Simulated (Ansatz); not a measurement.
**CCSD/aug-cc-pVDZ run of GeHF3 (SMILES [F][GeH]([F])[F])**

Aim: the vertical electron affinity of GeHF3 at CCSD/aug-cc-pVDZ, from 2 runs. 

The results are computed with Ansatz 0.2.0.

48 further runs of the same task are left out: 48 set aside as unsound or not needed. Runs told in other sessions of the task aren't counted.

## 1. The structure to begin with

GeHF3 has 5 atoms, charge 0, and is taken as a singlet. SMILES: `[F][GeH]([F])[F]`. The shape is that of a PBE0-D4/def2-TZVP optimisation.

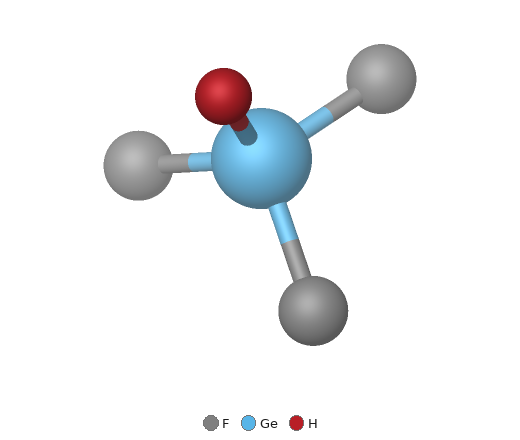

The structure, seen from a chosen angle (fluorine grey, germanium blue, hydrogen red).

## 2. The energy at CCSD/aug-cc-pVDZ

molecule.yaml

```yaml
crystal:
  periodic: [false, false, false]
  atoms:
    - {symbol: F, position_ang: [-0.249800, -0.734100, 1.483000]}
    - {symbol: Ge, position_ang: [0.095600, -0.008700, -0.023300]}
    - {symbol: F, position_ang: [-0.673100, 1.515700, -0.011300]}
    - {symbol: F, position_ang: [-0.708100, -0.944000, -1.204000]}
    - {symbol: H, position_ang: [1.585200, 0.097300, -0.285700]}
basis:
  gaussian:
    orbitals: aug-cc-pVDZ
scf:
  omitted_lower_state_checks: [cluster_reference, increment]
accuracy: high
correlation:
  method: ccsd
  frozen_orbitals: {F: 1, Ge: 9, H: 0}
```

Started as:

```sh
$ ansatz run molecule.yaml --threads 1 --pin off --max-ram 3480MiB --events-out events.jsonl --progress --plain --runs-dir runs
```

Standard output, shortened:

```text
Warning: RAYON_NUM_THREADS=1 ignored (pool sized by the plan → 1); use --threads N
Functional definition: HF
  name "HF"
[...]
2323 factors; integrals over basis functions are off by at most 4.5e-9 eV
[...]
mean field -64610.51086333 eV, -2374.3924796502 hartree, gradient 2.2e-8 eV, S^2 0.000000; 0 other end points of the search recorded, 0 dependent functions left out
12 core orbitals not correlated: weight in the atoms' cores, before any rotation towards them, 1.000 or more for the frozen orbitals, at most 0.000 for the correlated occupied ones
reference -64610.51086333 eV, -2374.3924796502 hartree; 18, 18 occupied and 84, 84 virtual orbitals, 2323 factors
second order -20.18270703 eV of doubles, -0.00000000 eV of singles
cycle   1  -19.83037483 eV  change    3.5e-1 eV  update   1.2e-1
[...]
cycle  19  -20.41043362 eV  change   -1.8e-9 eV  update   2.2e-9
Total energy: -64630.92129695 eV, -2375.1425492509 hartree
Checks for a lower state left out: cluster_reference, increment
```

Run time: 53 s. Hardware: 1 thread of Arm Neoverse V1, shared host; peak memory 1 GiB.

## 3. The doublet anion at the same level

job.yaml

```yaml
crystal:
  periodic: [false, false, false]
  atoms:
    - {symbol: F, position_ang: [-0.249800, -0.734100, 1.483000]}
    - {symbol: Ge, position_ang: [0.095600, -0.008700, -0.023300]}
    - {symbol: F, position_ang: [-0.673100, 1.515700, -0.011300]}
    - {symbol: F, position_ang: [-0.708100, -0.944000, -1.204000]}
    - {symbol: H, position_ang: [1.585200, 0.097300, -0.285700]}
basis:
  gaussian:
    orbitals: aug-cc-pVDZ
total_charge: -1
magnetization:
  spin_polarized: true
  initial_magnetization: 1
correlation:
  method: ccsd
  frozen_orbitals: {F: 1, Ge: 9, H: 0}
accuracy: high
scf:
  omitted_lower_state_checks: [cluster_reference, increment]
```

Started as:

```sh
$ ansatz run job.yaml --threads 1 --pin off --max-ram 3480MiB --events-out events.jsonl --progress --plain --runs-dir runs
```

Standard output, shortened:

```text
Warning: RAYON_NUM_THREADS=1 ignored (pool sized by the plan → 1); use --threads N
[... 2 set-up lines as earlier in the session ...]
[...]
2323 factors; integrals over basis functions are off by at most 4.5e-9 eV
[...]
mean field -64609.44600848 eV, -2374.3533469563 hartree, gradient 5.3e-8 eV, S^2 0.750252; 12 other end points of the search recorded, 0 dependent functions left out
12 core orbitals not correlated: weight in the atoms' cores, before any rotation towards them, 1.000 or more for the frozen orbitals, at most 0.000 for the correlated occupied ones
reference -64609.44600848 eV, -2374.3533469563 hartree; 19, 18 occupied and 83, 84 virtual orbitals, 2323 factors
second order -20.24310532 eV of doubles, -0.00000000 eV of singles
cycle   1  -19.91111209 eV  change    3.3e-1 eV  update   1.2e-1
[...]
cycle  33  -20.49899155 eV  change    1.4e-9 eV  update   2.6e-9
Total energy: -64629.94500004 eV, -2375.1066710012 hartree
Checks for a lower state left out: cluster_reference, increment
```

Wall time 5.7 min (1 thread of Arm Neoverse V1, shared host); peak memory 2.3 GiB.

## 4. Summary of results

At CCSD/aug-cc-pVDZ, 12 core orbitals frozen:

| quantity | value |
| --- | --- |
| singlet GeHF3: total energy | -2375.14255 Eh |
| singlet GeHF3: correlation energy (12 core orbitals frozen) | -750.1 mEh |
| singlet GeHF3: T1 diagnostic | 0.013 |
| doublet anion: total energy | -2375.10667 Eh |
| doublet anion: correlation energy (12 core orbitals frozen) | -753.3 mEh |
| doublet anion: ⟨S²⟩ of the reference determinant | 0.750 |
| doublet anion: T1 diagnostic | 0.018 |
| vertical electron affinity (to the doublet anion) | -0.976 eV |

The anion lies 0.98 eV (22.5 kcal/mol) above the neutral: the electron isn't bound at this level, and such a value depends on the basis.
